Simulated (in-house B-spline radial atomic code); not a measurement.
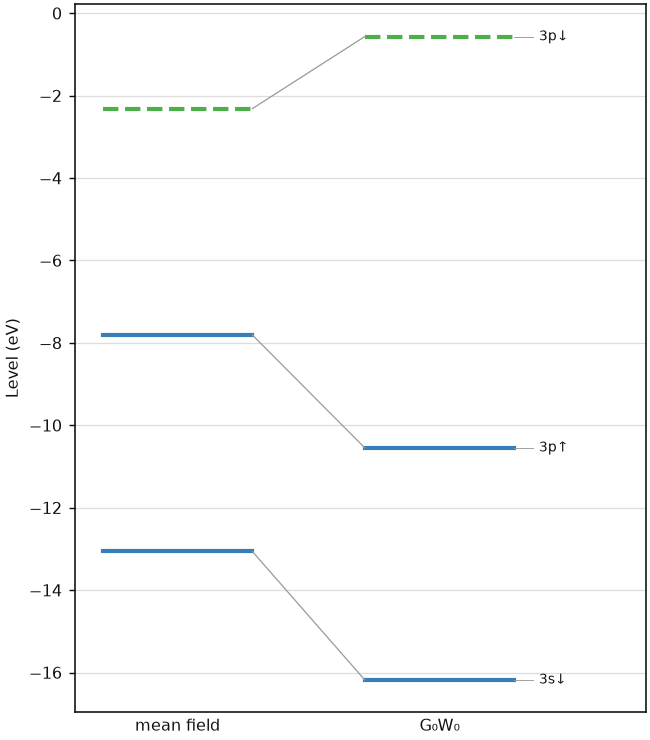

Mean-field and G₀W₀ levels (solid occupied, dashed empty) for the P atom ([Ne] 3s² 3p³). All-electron spherical atom, non-relativistic, r2SCAN0 start, no spin-orbit coupling, Breit or QED terms; computed with a B-spline radial code. The quasi-particle equation is solved at full frequency; levels of low quasi-particle weight Z are left out.

Question: What does the figure show?

Answer: G₀W₀ moves the highest occupied level, 3p↑, from −7.81 to −10.55 eV (renormalisation factor Z = 0.89); the measured removal energy is 10.49 eV, so the error is +0.06 eV. The empty level 3p↓ goes from −2.31 to −0.57 eV.

```
Level  Mean field (eV)  Σx − vxc (eV)  Σc (eV)     Z  G₀W₀ (eV)
  3p↓            −2.31           4.19    −2.44  0.90      −0.57
  3p↑            −7.81          −2.75     0.01  0.89     −10.55
  3s↓           −13.06          −1.94    −1.18  0.87     −16.18
```
